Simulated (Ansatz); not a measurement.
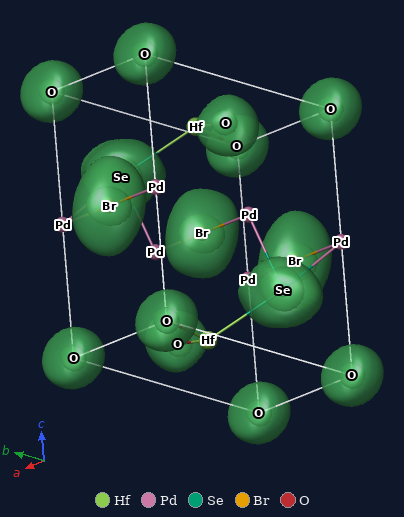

Hf$_{2}$Pd$_{2}$Se$_{2}$Br$_{2}$O$_{3}$. Isosurface of the electron localisation function at 0.7 (green), seen at an oblique angle. Only the valence region is drawn (cores and ρ < 0.01 e/Å³ removed). Sticks mark near contacts.

Space group P-1; a generated structure, not necessarily the stable one.

Method: Kohn-Sham DFT of a periodic cell, PBEsol, Ansatz PAW in Ansatz.

Core electrons are frozen (PAW), and the valence fields are smoothed inside the atomic spheres.

```
Hf Pd Se Br O
1.0
     5.18255   -0.05414   -0.02192
     1.53319    5.58029   -0.06319
     1.26672    1.91129    8.06673
Hf Pd Se Br O
2 2 2 2 3
Direct
  0.22371 0.66062 0.02733
  0.77629 0.33938 0.97267
  0.00000 0.50000 0.50000
  0.00000 0.00000 0.50000
  0.03094 0.32707 0.25789
  0.96906 0.67293 0.74211
  0.50000 0.50000 0.50000
  0.50000 0.00000 0.50000
  0.42048 0.36002 0.93071
  0.57952 0.63998 0.06929
  0.00000 0.00000 0.00000
```

Identify the bonds, lone pairs and shells in this picture.

At this value the surface marks out two regions wrapped around Br (the valence shell of each), three regions wrapped around O (the valence shell of each) and two regions wrapped around Se (the valence shell of each), counted in one cell of 11 atoms. Regions shared between cells count once. Profiles from the grid: Hf–O (1.90 Å): the ELF peaks at about 0.80 in the valence shell of O, 0.5 Å from its nucleus, and drops to about 0.25 between the two atoms: no shared electron pair shows on this line. Pd–Se (2.42 Å): the ELF is about 0.35 at the midpoint.
